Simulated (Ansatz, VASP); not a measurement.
# Se (Selenium): VASP beside Ansatz

Wanted: the spread between two codes on one cell, functional and k mesh.

Method: plane waves, with VASP 6.6.1 beside it; band structure at PBE0, in Ansatz 0.2.0.

**1. The starting structure**

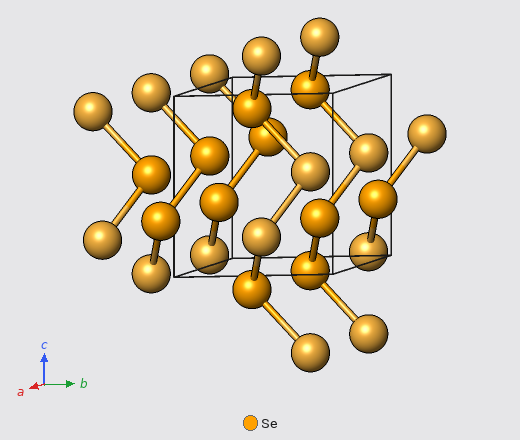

Start, viewed slightly off an axis; selenium orange. 2×1×1 cells are drawn. Some periodic images of atoms are drawn too.

Coordinates:

```xyz
3
Lattice="4.3662 0.0000 0.0000 -2.1831 3.7812 0.0000 0.0000 0.0000 4.9536" Properties=species:S:1:pos:R:3 pbc="T T T"
Se    1.6910    2.9289    0.0000
Se   -0.4921    0.8523    3.3024
Se    0.9841    0.0000    1.6512
```

**2. VASP: band structure, PBE0**

The same path points are solved in both programs, so levels can be compared one by one.

Lines of VASP's logs that name or quote its potential files are left out, and so is its time.

Contents of INCAR:

```
SYSTEM = Se
PREC = Accurate
ENCUT = 350
EDIFF = 1E-06
NELM = 100
ISMEAR = 0
SIGMA = 0.03
LREAL = .FALSE.
ALGO = Normal
LHFCALC = .TRUE.
AEXX = 0.25
GGA = PE
LASPH = .TRUE.
NBANDS = 15
PRECFOCK = Fast
HFRCUT = -1
LORBIT = 11
LWAVE = .FALSE.
LCHARG = .FALSE.
KPAR = 4
```

Contents of POSCAR:

```
Se
1.0
    4.3662000000      0.0000000000      0.0000000000
   -2.1831000000      3.7812401180      0.0000000000
    0.0000000000      0.0000000000      4.9536000000
Se
3
Direct
    0.7746000000      0.7746000000      0.0000000000
    0.0000000000      0.2254000000      0.6666666667
    0.2254000000      0.0000000000      0.3333333333
```

Contents of KPOINTS:

```
Automatic mesh
0
Gamma
4 4 3
0 0 0
```

Contents of KPOINTS_OPT:

```
Line mode
10
Line-mode
Reciprocal
  0.00000000   0.00000000   0.00000000 GAMMA
  0.50000000   0.00000000   0.00000000 M

  0.50000000   0.00000000   0.00000000 M
  0.33333333   0.33333333   0.00000000 K

  0.33333333   0.33333333   0.00000000 K
  0.00000000   0.00000000   0.00000000 GAMMA

  0.00000000   0.00000000   0.00000000 GAMMA
  0.00000000   0.00000000   0.50000000 A

  0.00000000   0.00000000   0.50000000 A
  0.50000000   0.00000000   0.50000000 L

  0.50000000   0.00000000   0.50000000 L
  0.33333333   0.33333333   0.50000000 H

  0.33333333   0.33333333   0.50000000 H
  0.00000000   0.00000000   0.50000000 A

  0.50000000   0.00000000   0.50000000 L
  0.50000000   0.00000000   0.00000000 M

  0.33333333   0.33333333   0.00000000 K
  0.33333333   0.33333333   0.50000000 H
```

The projector-augmented-wave data sets are Se (PBE family, release 64).

The run is started by

```
$ mpirun -np 4 vasp_std
```

Numbers of over 12 decimals in the logs are rounded to 6 here.

What it wrote:

```text
[banner, memory and clock lines left out]
running    4 mpi-ranks, on    1 nodes
 distrk:  each k-point on    1 cores,    4 groups
 distr:  one band on    1 cores,    1 groups

 POSCAR found type information on POSCAR Se
 POSCAR found :  1 types and       3 ions
 LDA part: xc-table for (Slater+PW92), standard interpolation
 found WAVECAR, reading the header
 POSCAR, INCAR and KPOINTS ok, starting setup
 FFT: planning ... GRIDC
 FFT: planning ... GRID_SOFT
 FFT: planning ... GRID
 HFRCUT set to (new)   9.785969
 reading WAVECAR
 the WAVECAR file was read successfully
 initial charge from wavefunction
 entering main loop
       N       E                     dE             d eps       ncg     rms          rms(c)
DAV:   1    -0.147448807155E+02   -0.14745E+02   -0.11394E+00   270   0.720E+00    0.222E+00
DAV:   2    -0.147747770707E+02   -0.29896E-01   -0.58271E-02   354   0.131E+00    0.151E+00
DAV:   3    -0.147729797358E+02    0.17973E-02   -0.45174E-03   375   0.376E-01    0.882E-01
DAV:   4    -0.147718249901E+02    0.11547E-02   -0.96786E-04   375   0.209E-01    0.472E-01
DAV:   5    -0.147714482774E+02    0.37671E-03   -0.26495E-04   361   0.114E-01    0.259E-01
DAV:   6    -0.147713399611E+02    0.10832E-03   -0.82144E-05   354   0.630E-02    0.143E-01
DAV:   7    -0.147713134865E+02    0.26475E-04   -0.29215E-05   354   0.373E-02    0.792E-02
DAV:   8    -0.147713097183E+02    0.37682E-05   -0.10729E-05   361   0.228E-02    0.438E-02
DAV:   9    -0.147713110029E+02   -0.12846E-05   -0.38723E-06   375   0.139E-02    0.243E-02
DAV:  10    -0.147713126846E+02   -0.16817E-05   -0.13559E-06   289   0.856E-03    0.138E-02
DAV:  11    -0.147713138945E+02   -0.12099E-05   -0.64675E-07   282   0.622E-03    0.778E-03
DAV:  12    -0.147713146203E+02   -0.72580E-06   -0.24110E-07   240   0.383E-03
   1 F= -.14771315E+02 E0= -.14771315E+02  d E =-.412676E-15
 Start KPOINTS_OPT (optional k-point list driver)
k-point batch [1-9\90]
       N       E                     dE             ncg
DAV:   1     0.240308573812E+02   -0.15424E+04      270
DAV:   2    -0.735206769126E+03   -0.75924E+03      341
DAV:   3    -0.820900826737E+03   -0.85694E+02      305
DAV:   4    -0.822667843921E+03   -0.17670E+01      333
DAV:   5    -0.822682488352E+03   -0.14644E-01      333
DAV:   6    -0.822682626100E+03   -0.13775E-03      326
DAV:   7    -0.822682627679E+03   -0.15795E-05      273
DAV:   8    -0.822682627729E+03   -0.49201E-07      254
[...]
k-point batch [82-90\90]
       N       E                     dE             ncg
DAV:   1    -0.672678088052E+02   -0.43196E+04      270
DAV:   2    -0.776329351496E+03   -0.70906E+03      354
DAV:   3    -0.846096140805E+03   -0.69767E+02      298
DAV:   4    -0.847104704214E+03   -0.10086E+01      340
DAV:   5    -0.847112538636E+03   -0.78344E-02      347
DAV:   6    -0.847112601725E+03   -0.63089E-04      333
DAV:   7    -0.847112602403E+03   -0.67845E-06      254
```

Parts of OUTCAR (step 2):

```text
ion  position               nearest neighbor table
   1  0.775  0.775  0.000-   2 2.37   3 2.37
   2  0.000  0.225  0.667-   1 2.37   3 2.37
   3  0.225  0.000  0.333-   1 2.37   2 2.37

  LATTYP: Found a hexagonal cell.
 ALAT       =     4.3662000000
 C/A-ratio  =     1.1345334616

 Subroutine GETGRP returns: Found  6 space group operations
 (whereof  2 operations were pure point group operations)

The static configuration has the point symmetry C_2 .
 The point group associated with its full space group is D_3 .

 Found      9 irreducible k-points:

   k-points           NKPTS =      9   k-points in BZ     NKDIM =     48   number of bands    NBANDS=     15

   dimension x,y,z NGX =    28 NGY =   28 NGZ =   30
   dimension x,y,z NGXF=    56 NGYF=   56 NGZF=   60

   ENCUT  =  350.0 eV  25.72 Ry    5.07 a.u.   6.66  6.66  7.56*2*pi/ulx,y,z

   NELECT =      18.0000    total number of electrons

 k-points in reciprocal lattice and weights: Automatic mesh
   0.00000000  0.00000000  0.00000000       0.021
   0.25000000  0.00000000  0.00000000       0.125
   0.50000000  0.00000000  0.00000000       0.062
   0.25000000  0.25000000  0.00000000       0.125
   0.00000000  0.00000000  0.33333333       0.042
   0.25000000  0.00000000  0.33333333       0.125
   0.00000000  0.25000000  0.33333333       0.125
   0.50000000  0.00000000  0.33333333       0.125
   0.25000000  0.25000000  0.33333333       0.250

  exchange ACFDT corr.  =         0.00000000  see jH, gK, PRB 81, 115126

 average (electrostatic) potential at core
       1 -52.2013       2 -52.2013       3 -52.2013

 E-fermi :   1.6246

 k-point     1 :       0.0000    0.0000    0.0000
  band No.  band energies     occupation
    ...
      5      -2.2638      2.00000
      6      -2.2576      2.00000
      7      -0.5813      2.00000
      8      -0.5813      2.00000
      9       1.1948      2.00000
     10       5.2706      0.00000
     11       5.2706      0.00000
     12       5.5611      0.00000
     13       9.5657      0.00000
     14       9.8568      0.00000
    ...

 k-point     2 :       0.2500    0.0000    0.0000
  band No.  band energies     occupation
    ...
      5      -2.8815      2.00000
      6      -2.1246      2.00000
      7      -0.5081      2.00000
      8      -0.0189      2.00000
      9       0.8173      2.00000
     10       5.2135      0.00000
     11       5.3446      0.00000
     12       6.1976      0.00000
     13       9.3230      0.00000
     14       9.6638      0.00000
    ...

 k-point     3 :       0.5000    0.0000    0.0000
  band No.  band energies     occupation
    ...
      5      -3.2773      2.00000
      6      -2.0115      2.00000
      7      -1.3982      2.00000
      8      -0.1435      2.00000
      9       0.6189      2.00000
     10       5.2390      0.00000
     11       5.6754      0.00000
     12       7.6353      0.00000
     13       8.5943      0.00000
     14      11.1577      0.00000
    ...

  energy-cutoff  :      350.00
  volume of cell :       81.78
      direct lattice vectors                 reciprocal lattice vectors
     4.366200000  0.000000000  0.000000000     0.229032110  0.132231751  0.000000000
    -2.183100000  3.781240118  0.000000000     0.000000000  0.264463501  0.000000000
     0.000000000  0.000000000  4.953600000     0.000000000  0.000000000  0.201873385

 POSITION                                       TOTAL-FORCE (eV/Angst)
 -----------------------------------------------------------------------------------
      1.69103      2.92895      0.00000         0.123235      0.213450     -0.000000
     -0.49207      0.85229      3.30240         0.123235     -0.213450      0.000000
      0.98414      0.00000      1.65120        -0.246471     -0.000000      0.000000
 -----------------------------------------------------------------------------------
    total drift:                               -0.000000     -0.000001      0.000000

  FREE ENERGIE OF THE ION-ELECTRON SYSTEM (eV)
  ---------------------------------------------------
  free  energy   TOTEN  =       -14.7713146203 eV

  energy  without entropy=      -14.7713146203  energy(sigma->0) =      -14.77131462

 total charge
# of ion       s       p       d       tot
------------------------------------------
    1        1.522   2.210   0.059   3.791
    2        1.522   2.210   0.059   3.791
    3        1.522   2.210   0.059   3.791
--------------------------------------------------
tot          4.567   6.629   0.177  11.373

[... 3 further parts left out ...]
```

[end of part 1 of 2]

[Lines on the potential files, build, host, timing and source positions are cut from VASP's logs without a mark.]

[Logs are printed without paths, hosts, clocks, repeated set-up lines and the standing remarks that a program may print on its own settings, such as how far it seeks lower states.]

[Hosts, paths, dates, database ids (printed as entryN), source tags and the programs' standing remarks are cut or masked in the printed files.]
